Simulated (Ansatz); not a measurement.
**CH6GeO2: frequency calculation**

- system: CH6GeO2
- method: RKS B3LYP-D4/def2-SVP (Ansatz 0.2.0)

It belongs to a series of runs on one base structure; here: vibrations at the highest image of the band. Figures and captions count atoms from 1; the log counts them from 0 in places.

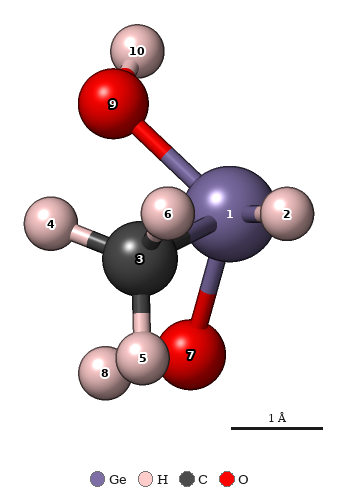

Figure 1. The input geometry (ball-and-stick view, seen at an oblique angle; atoms are numbered from 1 in the order of the input). Sticks mark near contacts. Bond lengths as drawn: C–Ge 2.27 Å, C–H 1.10 Å, Ge–H 1.53 Å, Ge–O 1.79 to 1.80 Å and H–O 0.97 Å.

## Input
```yaml
crystal:
  periodic: [false, false, false]
  atoms:
    - { symbol: Ge, position_ang: [-0.390279, -0.046724, 0.745252] }
    - { symbol: H, position_ang: [0.744629, 0.264828, 1.729308] }
    - { symbol: C, position_ang: [1.821566, 0.166868, 0.302279] }
    - { symbol: H, position_ang: [1.793339, -0.571123, -0.516616] }
    - { symbol: H, position_ang: [1.979991, 1.199163, -0.040318] }
    - { symbol: H, position_ang: [2.581752, -0.130408, 1.039222] }
    - { symbol: O, position_ang: [-0.911059, 1.189177, -0.440399] }
    - { symbol: H, position_ang: [-0.482727, 1.043096, -1.297689] }
    - { symbol: O, position_ang: [-0.412664, -1.664894, -0.046351] }
    - { symbol: H, position_ang: [-1.221547, -2.146386, 0.173912] }
basis:
  gaussian: { orbitals: def2-SVP }
hamiltonian:
  xc: b3lyp
  dispersion: d4
phonons: {}
```

Run on 2 threads of Arm Neoverse V1, 24 GiB of memory available, shared host.

Launched with:
```bash
ansatz run input.yaml --threads 2 --pin off --max-ram 3072MiB --backend cpu --events-out ev --progress --plain --runs-dir out
```

## Output
```
Engine: ansatz 0.2.0, aarch64-unknown-linux-gnu
Functional definition: B3LYP
  parameter a0 = 0.2
  parameter ax = 0.72
  parameter ac = 0.81
  exchange = (1 - a0 - ax)*slater_x + ax*b88_x + a0*exact_x
  correlation = (1 - ac)*vwn_rpa_c + ac*lyp_c
1108 factors; integrals over basis functions are off by at most 3.6e-4 eV
mean field evaluation 1: about -61720.7848 eV, gradient 8.5e1 eV
mean field evaluation 2: about -61688.3683 eV, gradient 1.4e2 eV
mean field evaluation 4: about -61735.5324 eV, gradient 6.6e0 eV
mean field evaluation 8: about -61735.6273 eV, gradient 2.0e-1 eV
mean field evaluation 16: about -61735.6274 eV, gradient 3.6e-5 eV
mean field -61735.62743198 eV, -2268.7424622139 hartree, gradient 3.6e-5 eV, S^2 0.000000; 0 other end points of the search recorded, 0 dependent functions left out
the calculation of the forces begins
reference -61735.62765893 eV, -2268.7424705542 hartree; 30, 30 occupied and 74, 74 virtual orbitals, 1108 factors
these checks for a lower state are left out or cut short: stability, starts, cluster_reference, orbital_swaps, neighbouring_geometries, increment
1108 factors; integrals over basis functions are off by at most 3.6e-4 eV
mean field -61735.62756019 eV, -2268.7424669256 hartree, gradient 1.3e-6 eV, S^2 0.000000; 0 other end points of the search recorded, 0 dependent functions left out
[... from here on the field's lines of each further geometry are left out, up to the last ...]
the calculation of the forces begins
reference -61735.62772279 eV, -2268.7424729010 hartree; 30, 30 occupied and 74, 74 virtual orbitals, 1108 factors
these checks for a lower state are left out or cut short: stability, starts, cluster_reference, orbital_swaps, neighbouring_geometries, increment
1108 factors; integrals over basis functions are off by at most 3.6e-4 eV
mean field -61735.62734547 eV, -2268.7424590349 hartree, gradient 1.3e-6 eV, S^2 0.000000; 0 other end points of the search recorded, 0 dependent functions left out
the calculation of the forces begins
reference -61735.62757241 eV, -2268.7424673746 hartree; 30, 30 occupied and 74, 74 virtual orbitals, 1108 factors
WARN: phonons: modes at or below zero, which the zero-point energy, F, S and C_V leave out: 1, the lowest at -1232.39 cm⁻¹. A minimum has none, and a first-order saddle one
Total energy: -61735.91210520 eV, -2268.7529237617 hartree
Atom 0 at    -0.390279    -0.046724     0.745252 Å, force    -0.014336    -0.010501     0.037480 eV/Å
Atom 1 at     0.744629     0.264828     1.729308 Å, force    -0.041047     0.013302    -0.002290 eV/Å
Atom 2 at     1.821566     0.166868     0.302279 Å, force     0.007545    -0.014522    -0.005455 eV/Å
Atom 3 at     1.793339    -0.571123    -0.516616 Å, force     0.021691     0.011434    -0.004176 eV/Å
Atom 4 at     1.979991     1.199163    -0.040318 Å, force    -0.014798    -0.025913     0.000377 eV/Å
Atom 5 at     2.581752    -0.130408     1.039222 Å, force     0.000190    -0.004973    -0.016090 eV/Å
Atom 6 at    -0.911059     1.189177    -0.440399 Å, force     0.005823     0.004273     0.003831 eV/Å
Atom 7 at    -0.482727     1.043096    -1.297689 Å, force    -0.001162    -0.005145    -0.002454 eV/Å
Atom 8 at    -0.412664    -1.664894    -0.046351 Å, force     0.045573     0.009546    -0.038901 eV/Å
Atom 9 at    -1.221547    -2.146386     0.173912 Å, force    -0.009477     0.022498     0.027677 eV/Å
Dipole moment:     0.066772    -0.163977     0.056990 e Å
Vibrations: -1232.39 128.04 177.14 199.90 239.25 282.80 318.82 399.24 574.42 669.95 689.74 706.62 803.15 929.01 954.07 1101.99 1402.98 1424.16 2173.07 3017.83 3143.98 3172.39 3787.61 3834.36 cm⁻¹, zero-point energy 1.867853 eV
```

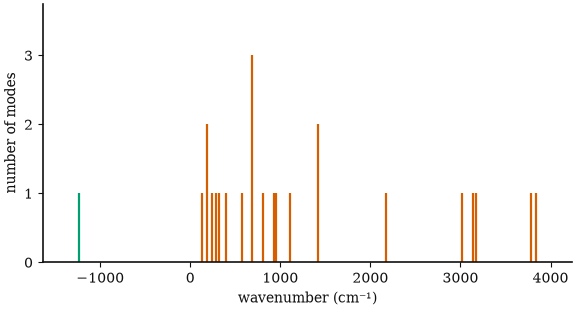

Figure 2. Harmonic vibrational wavenumbers from the force constants; neighbouring modes closer than 23 cm⁻¹ are counted in one stick, and imaginary ones are drawn at negative wavenumbers. 24 modes from 1232i to 3834 cm⁻¹, 1 imaginary beyond 8i (1232i cm⁻¹): a first-order saddle point, if the geometry is stationary.

## Key numbers

| quantity | value |
| --- | --- |
| outcome | converged |
| total energy | −61735.9121 eV |
| mean-field energy | −61735.6277 eV |
| largest force (length of the vector) | 0.061 eV/Å |
| wall time | 2 min (CPU time 3.8 min) |
| peak memory | 0.23 GiB |
